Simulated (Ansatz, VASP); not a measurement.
## Rh (Rh(110)) in two plane-wave programs

Wanted: the spread between two codes on one cell, functional and k mesh. Valence electrons are named where the data sets of a main pair hold unlike numbers.

Calculated with Ansatz 0.2.0; plane waves, with VASP 6.6.1 beside it; band structure at r2SCAN.

## (1) Starting point

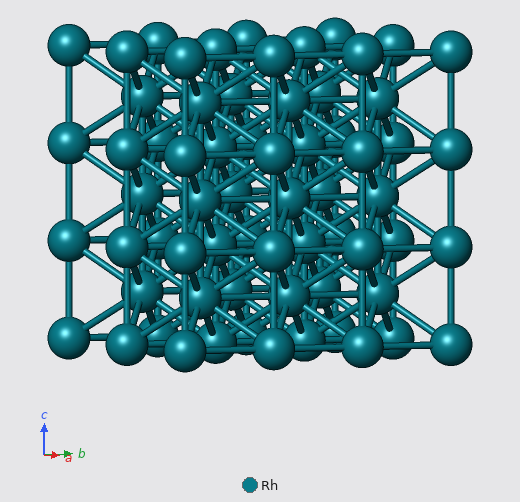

Start, viewed from the side, with the c axis up; rhodium blue. 2×3×1 cells are drawn. Some periodic images of atoms are drawn too.

The cell holds 7 atoms: 7 Rh. Its edges and angles: a = 3.800 Å, b = 2.687 Å, c = 26.061 Å, α = 90.0°, β = 90.0°, γ = 90.0°. Vacuum lies along c.

Coordinates:

```xyz
7
Lattice="3.8000 0.0000 0.0000 0.0000 2.6870 0.0000 0.0000 0.0000 26.0610" Properties=species:S:1:pos:R:3
Rh    0.0000    0.0000    9.0000
Rh    1.9000    1.3435   10.3435
Rh    0.0000    0.0000   11.6870
Rh    1.9000    1.3435   13.0305
Rh    0.0000    0.0000   14.3740
Rh    1.9000    1.3435   15.7175
Rh    0.0000    0.0000   17.0610
```

## (2) VASP: band structure, r2SCAN

With cell and atoms fixed, the geometry can't cause a difference; cores, projectors, grids and the points listed under the comparison can.

Lines of VASP's logs that name or quote its potential files are left out, and so is its time.

INCAR reads:

```
SYSTEM = Rh
PREC = Normal
ENCUT = 300
EDIFF = 1E-06
NELM = 120
ISMEAR = -1
SIGMA = 0.1
LREAL = .FALSE.
ALGO = Normal
METAGGA = R2SCAN
LASPH = .TRUE.
NBANDS = 50
LORBIT = 11
LWAVE = .FALSE.
LCHARG = .TRUE.
IDIPOL = 3
LDIPOL = .TRUE.
DIPOL = 0.5 0.5 0.5
LVHAR = .TRUE.
LVACPOTAV = .TRUE.
LELF = .TRUE.
NEDOS = 1500
```

POSCAR reads:

```
Rh
1.0
    3.8000000000      0.0000000000      0.0000000000
    0.0000000000      2.6870057685      0.0000000000
    0.0000000000      0.0000000000     26.0610173055
Rh
7
Direct
    0.0000000000      0.0000000000      0.3453433876
    0.5000000000      0.5000000000      0.3968955917
    0.0000000000      0.0000000000      0.4484477959
    0.5000000000      0.5000000000      0.5000000000
    0.0000000000      0.0000000000      0.5515522041
    0.5000000000      0.5000000000      0.6031044083
    0.0000000000      0.0000000000      0.6546566124
```

KPOINTS reads:

```
Automatic mesh
0
Gamma
11 15 1
0 0 0
```

KPOINTS_OPT reads:

```
Line mode
14
Line-mode
Reciprocal
  0.00000000   0.00000000   0.00000000 GAMMA
 -0.50000000   0.00000000   0.00000000 X

 -0.50000000   0.00000000   0.00000000 X
 -0.50000000  -0.50000000   0.00000000 S

 -0.50000000  -0.50000000   0.00000000 S
  0.00000000  -0.50000000   0.00000000 Y

  0.00000000  -0.50000000   0.00000000 Y
  0.00000000   0.00000000   0.00000000 GAMMA

  0.00000000   0.00000000   0.00000000 GAMMA
 -0.50000000  -0.50000000   0.00000000 S
```

PAW data sets: Rh (PBE family, release 64).

The run is started by

```
$ mpirun -np 2 vasp_std
```

Numbers of over 12 decimals in the logs are rounded to 6 here.

The log of the run:

```text
[banner, memory and clock lines left out]
running    2 mpi-ranks, on    1 nodes
 distrk:  each k-point on    2 cores,    1 groups
 distr:  one band on    1 cores,    2 groups

 POSCAR found type information on POSCAR Rh
 POSCAR found :  1 types and       7 ions
|                                                                             |
|               ----> ADVICE to this user running VASP <----                  |
|                                                                             |
|     You enforced a specific xc type in the INCAR file but a different       |
|     [... a line on the potential file left out ...]
|     I HOPE YOU KNOW WHAT YOU ARE DOING!                                     |
|                                                                             |

 LDA part: xc-table for (None), standard interpolation
 POSCAR, INCAR and KPOINTS ok, starting setup
 FFT: planning ... GRIDC
 FFT: planning ... GRID_SOFT
 FFT: planning ... GRID
 WAVECAR not read
 entering main loop
       N       E                     dE             d eps       ncg     rms          rms(c)
DAV:   1     0.146051842776E+03    0.14605E+03   -0.20961E+04  4914   0.702E+02
DAV:   2    -0.174687657416E+03   -0.32074E+03   -0.29493E+03  5434   0.203E+02
DAV:   3    -0.184784169066E+03   -0.10097E+02   -0.97823E+01  5340   0.379E+01
DAV:   4    -0.185037970710E+03   -0.25380E+00   -0.25365E+00  7324   0.490E+00
DAV:   5    -0.185041816038E+03   -0.38453E-02   -0.38449E-02  6988   0.652E-01    0.274E+01
DAV:   6    -0.166465456956E+03    0.18576E+02   -0.21468E+01  5206   0.249E+01    0.107E+01
DAV:   7    -0.182336820406E+03   -0.15871E+02   -0.40993E+01  5182   0.481E+01    0.386E+01
DAV:   8    -0.167538608573E+03    0.14798E+02   -0.12521E+01  5288   0.235E+01    0.154E+01
DAV:   9    -0.166395763874E+03    0.11428E+01   -0.48440E+00  5118   0.179E+01    0.907E+00
DAV:  10    -0.165997923167E+03    0.39784E+00   -0.25889E+00  5302   0.977E+00    0.512E+00
DAV:  11    -0.165859041637E+03    0.13888E+00   -0.65319E-01  5022   0.576E+00    0.223E+00
DAV:  12    -0.165839313072E+03    0.19729E-01   -0.16379E-01  5184   0.286E+00    0.167E+00
DAV:  13    -0.165822196719E+03    0.17116E-01   -0.44550E-02  5298   0.141E+00    0.708E-01
DAV:  14    -0.165826709779E+03   -0.45131E-02   -0.15114E-02  5182   0.788E-01    0.634E-01
[...]
DAV:  23    -0.165826597616E+03   -0.98479E-05   -0.26036E-06  4060   0.876E-03    0.209E-03
DAV:  24    -0.165826561093E+03    0.36523E-04   -0.70932E-06  4992   0.179E-02    0.694E-04
DAV:  25    -0.165826563616E+03   -0.25232E-05   -0.34212E-06  4790   0.129E-02    0.438E-04
DAV:  26    -0.165826575061E+03   -0.11445E-04   -0.11001E-06  3954   0.731E-03    0.986E-04
DAV:  27    -0.165826573835E+03    0.12259E-05   -0.62588E-07  3454   0.557E-03    0.519E-04
DAV:  28    -0.165826567497E+03    0.63382E-05   -0.11314E-06  3608   0.764E-03    0.382E-04
DAV:  29    -0.165826559620E+03    0.78770E-05   -0.11191E-06  3578   0.775E-03    0.225E-04
DAV:  30    -0.165826559452E+03    0.16776E-06   -0.19117E-06  4202   0.104E-02
|                                                                             |
|           W    W    AA    RRRRR   N    N  II  N    N   GGGG   !!!           |
|           W    W   A  A   R    R  NN   N  II  NN   N  G    G  !!!           |
|           W    W  A    A  R    R  N N  N  II  N N  N  G       !!!           |
|           W WW W  AAAAAA  RRRRR   N  N N  II  N  N N  G  GGG   !            |
|           WW  WW  A    A  R   R   N   NN  II  N   NN  G    G                |
|           W    W  A    A  R    R  N    N  II  N    N   GGGG   !!!           |
|                                                                             |
|     Did not find any points to average over, which means that no vacuum     |
|     field-free region was found. Please increase the size of  your cell     |
|     in the dimension of the dipole correction to obtain accurate            |
|     workfunction values.                                                    |
|                                                                             |

   1 F= -.16582656E+03 E0= -.16563386E+03  d E =-.385399E+00
 Start KPOINTS_OPT (optional k-point list driver)
k-point batch [1-48\70]
       N       E                     dE             ncg
DAV:   1     0.991529188873E+04   -0.56588E+05     4914
DAV:   2    -0.451504188089E+04   -0.14430E+05     5446
DAV:   3    -0.497960716795E+04   -0.46457E+03     5260
DAV:   4    -0.499253841963E+04   -0.12931E+02     7298
DAV:   5    -0.499272348807E+04   -0.18507E+00     6550
DAV:   6    -0.499273316353E+04   -0.96755E-02     7650
DAV:   7    -0.499273340454E+04   -0.24102E-03     6580
DAV:   8    -0.499273341220E+04   -0.76618E-05     4534
DAV:   9    -0.499273341342E+04   -0.12130E-05     3580
DAV:  10    -0.499273341405E+04   -0.63175E-06     3218
k-point batch [49-70\70]
       N       E                     dE             ncg
DAV:   1     0.554279146425E+05   -0.13446E+05     2264
DAV:   2     0.486491736197E+05   -0.67787E+04     2440
DAV:   3     0.484550237775E+05   -0.19415E+03     2434
DAV:   4     0.484498505136E+05   -0.51733E+01     3436
DAV:   5     0.484497902109E+05   -0.60303E-01     2976
DAV:   6     0.484497865607E+05   -0.36502E-02     3488
DAV:   7     0.484497864787E+05   -0.82009E-04     3024
DAV:   8     0.484497864760E+05   -0.27430E-05     1896
DAV:   9     0.484497864754E+05   -0.62250E-06     1624
```

Parts of OUTCAR (step 2):

```text
ion  position               nearest neighbor table
   1  0.000  0.000  0.345-   2 2.69   2 2.69   2 2.69   2 2.69   3 2.69
   2  0.500  0.500  0.397-   1 2.69   1 2.69   1 2.69   1 2.69   4 2.69   3 2.69   3 2.69   3 2.69
                             3 2.69
   3  0.000  0.000  0.448-   5 2.69   4 2.69   4 2.69   4 2.69   4 2.69   1 2.69   2 2.69   2 2.69
                             2 2.69   2 2.69
   4  0.500  0.500  0.500-   3 2.69   5 2.69   3 2.69   5 2.69   3 2.69   5 2.69   3 2.69   5 2.69
                             2 2.69   6 2.69
   5  0.000  0.000  0.552-   3 2.69   4 2.69   4 2.69   4 2.69   4 2.69   7 2.69   6 2.69   6 2.69
                             6 2.69   6 2.69
   6  0.500  0.500  0.603-   7 2.69   7 2.69   7 2.69   7 2.69   4 2.69   5 2.69   5 2.69   5 2.69
                             5 2.69
   7  0.000  0.000  0.655-   6 2.69   6 2.69   6 2.69   6 2.69   5 2.69

  LATTYP: Found a simple orthorhombic cell.
 ALAT       =     2.6870057685
 B/A-ratio  =     1.4142135624
 C/A-ratio  =     9.6989063481

 Subroutine GETGRP returns: Found  8 space group operations
 (whereof  8 operations were pure point group operations)

The static configuration has the point symmetry D_2h.

 Found     48 irreducible k-points:

   k-points           NKPTS =     48   k-points in BZ     NKDIM =     48   number of bands    NBANDS=     50

   dimension x,y,z NGX =    16 NGY =   12 NGZ =  112
   dimension x,y,z NGXF=    32 NGYF=   24 NGZF=  224

   ENCUT  =  300.0 eV  22.05 Ry    4.70 a.u.   5.37  3.79 36.81*2*pi/ulx,y,z

   NELECT =      63.0000    total number of electrons

 k-points in reciprocal lattice and weights: Automatic mesh
   0.00000000  0.00000000  0.00000000       0.006
   0.09090909  0.00000000  0.00000000       0.012
   0.18181818  0.00000000  0.00000000       0.012
   0.27272727  0.00000000  0.00000000       0.012
   0.36363636  0.00000000  0.00000000       0.012
   0.45454545  0.00000000  0.00000000       0.012
   0.00000000  0.06666667  0.00000000       0.012
   0.09090909  0.06666667  0.00000000       0.024
   0.18181818  0.06666667  0.00000000       0.024
[...]
0.36363636  0.46666667  0.00000000       0.024
   0.45454545  0.46666667  0.00000000       0.024

 dipolmoment           0.000000      0.000000     -0.000000 electrons x Angstroem

 average (electrostatic) potential at core
       1 -76.2537       2 -76.9089       3 -76.9887       4 -76.9233       5 -76.9887
       6 -76.9089       7 -76.2537

 E-fermi :   1.2130

 k-point     1 :       0.0000    0.0000    0.0000
  band No.  band energies     occupation
    ...
     30       0.4712      1.99880
     31       0.5255      1.99794
     32       0.9555      1.85853
     33       1.1409      1.34603
     34       1.3081      0.55756
     35       1.6082      0.03774
     36       1.6216      0.03307
     37       1.9123      0.00184
     38       2.0535      0.00045
     39       2.2134      0.00009
    ...

 k-point     2 :       0.0909    0.0000    0.0000
  band No.  band energies     occupation
    ...
     29       0.3946      1.99944
     30       0.4453      1.99907
     31       0.7009      1.98814
     32       0.9812      1.82081
     33       1.0320      1.71885
     34       1.4683      0.14449
     35       1.5058      0.10164
     36       1.5558      0.06290
     37       1.9505      0.00125
     38       2.0600      0.00042
    ...

 k-point     3 :       0.1818    0.0000    0.0000
  band No.  band energies     occupation
    ...
     30       0.3844      1.99950
     31       0.9237      1.89507
     32       1.0153      1.75673
     33       1.0364      1.70801
     34       1.2026      1.05198
     35       1.4983      0.10911
     36       1.6724      0.02003
     37       1.9560      0.00119
     38       1.9839      0.00090
     39       2.0908      0.00031
    ...

  Total       -4.5930034     -5.1067305     -4.5027796      0.0000000      0.0000000      0.0000000
  in kB      -27.6543712    -30.7475106    -27.1111358      0.0000000      0.0000000      0.0000000
  external PRESSURE =     -28.5043392 kB  Pullay stress =       0.0000000 kB

  energy-cutoff  :      300.00
  volume of cell :      266.10
      direct lattice vectors                 reciprocal lattice vectors
     3.800000000  0.000000000  0.000000000     0.263157895  0.000000000  0.000000000
     0.000000000  2.687005769  0.000000000     0.000000000  0.372161464  0.000000000
     0.000000000  0.000000000 26.061017305     0.000000000  0.000000000  0.038371488

 POSITION                                       TOTAL-FORCE (eV/Angst)
 -----------------------------------------------------------------------------------
      0.00000      0.00000      9.00000        -0.000000     -0.000000      0.991705
      1.90000      1.34350     10.34350        -0.000000     -0.000000     -0.612179
      0.00000      0.00000     11.68701         0.000000     -0.000000     -0.213539
      1.90000      1.34350     13.03051        -0.000000     -0.000000      0.000000
      0.00000      0.00000     14.37401         0.000000     -0.000000      0.213539
      1.90000      1.34350     15.71751        -0.000000      0.000000      0.612179
      0.00000      0.00000     17.06102        -0.000000     -0.000000     -0.991705
 -----------------------------------------------------------------------------------
    total drift:                                0.000000      0.000000      0.000000

  FREE ENERGIE OF THE ION-ELECTRON SYSTEM (eV)
  ---------------------------------------------------
  free  energy   TOTEN  =      -165.8265594521 eV

  energy  without entropy=     -165.4411606344  energy(sigma->0) =     -165.63386004

 vacuum level on the upper side and lower side of the slab         5.864         5.864

 total charge
# of ion       s       p       d       tot
------------------------------------------
    1        0.475   0.323   7.392   8.190
    2        0.531   0.540   7.327   8.399
    3        0.534   0.575   7.362   8.470
    4        0.532   0.571   7.376   8.480
    5        0.534   0.575   7.362   8.470
    6        0.531   0.540   7.327   8.399
    7        0.475   0.323   7.392   8.190
--------------------------------------------------
tot          3.611   3.447  51.539  58.597

[... 3 further parts left out ...]
```

This run has no spin polarisation. Its electron count is odd, so without a moment it is a metal by construction. The PAW data sets were made with PBE, which is usual practice but a small mismatch for other functionals.

(Continued in part 2 of 2.)

[Lines on the potential files, build, host, timing and source positions are cut from VASP's logs without a mark.]

[Logs are printed without paths, hosts, clocks, repeated set-up lines and the standing remarks that a program may print on its own settings, such as how far it seeks lower states.]

[Hosts, paths, dates, database ids (printed as entryN), source tags and the programs' standing remarks are cut or masked in the printed files.]
